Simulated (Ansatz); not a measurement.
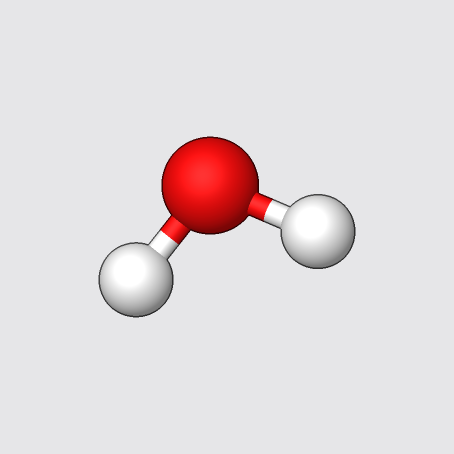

A ball-and-stick model of a molecule. Colours: oxygen red, hydrogen white.

Computed geometry: PBE0-D4/def2-TZVP optimisation.

What does the picture show?

The molecule is H2O. The point group is C2v. Coordination: 1 O bent.

More results for the same structure follow; atom numbers are the same in all pictures, views and colours differ.

Geometry

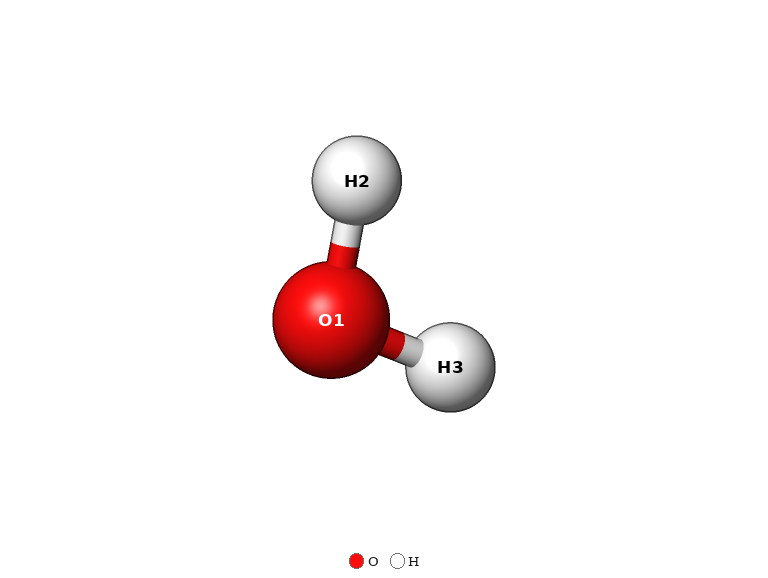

Atoms carry their numbers in the input.

Give these bond angles: H2–O1–H3.

```tsv
angle	degrees
H2–O1–H3	105.1
```

Vibrations

Harmonic vibrations computed with RKS PBE0-D4/def2-TZVP (Ansatz 0.2.0) at a stationary point of the same level.

> How many vibrational modes are there, and where do they lie?

3 modes: 1623, 3852, 3959 cm⁻¹.

Charges

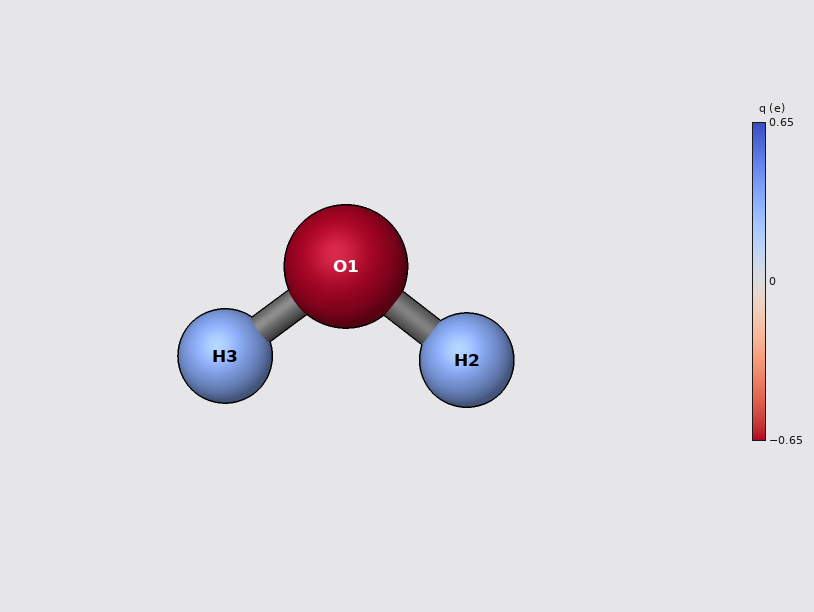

Atoms are coloured by their Mulliken charges. Level of theory: RKS PBE0-D4/def2-TZVP (Ansatz 0.2.0).

Give the Mulliken charges atom by atom.

```
atom  value (e)
  O1      −0.65
  H2       0.32
  H3       0.32
```

Dipole moment

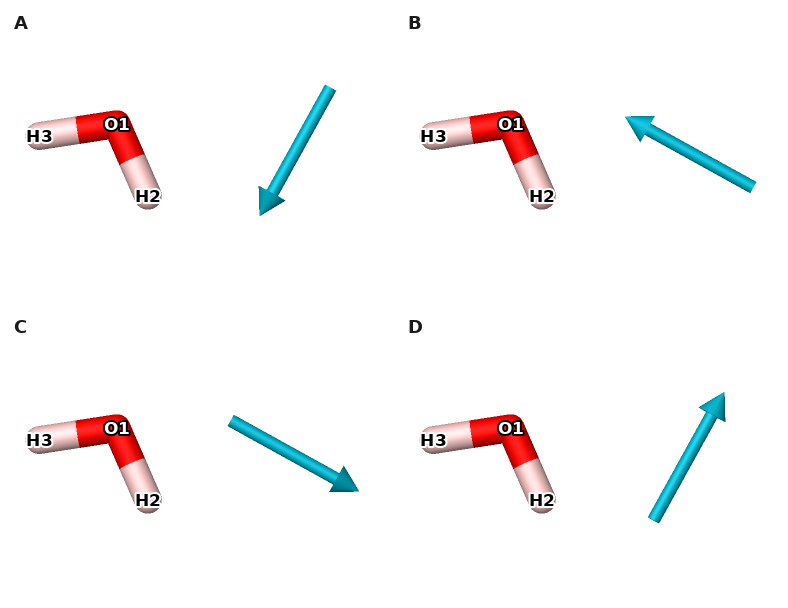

The same molecule four times, each with an arrow. Properties computed with RKS PBE0-D4/def2-TZVP (Ansatz 0.2.0).

> Which arrow points along the dipole moment, from the negative to the positive end?

A. The dipole moment is 2.07 D; it points from the side of O1 to the side of H2, H3 (the outermost atoms at the two ends).

Mulliken values depend strongly on the basis set and can even reverse the polarity of a bond.
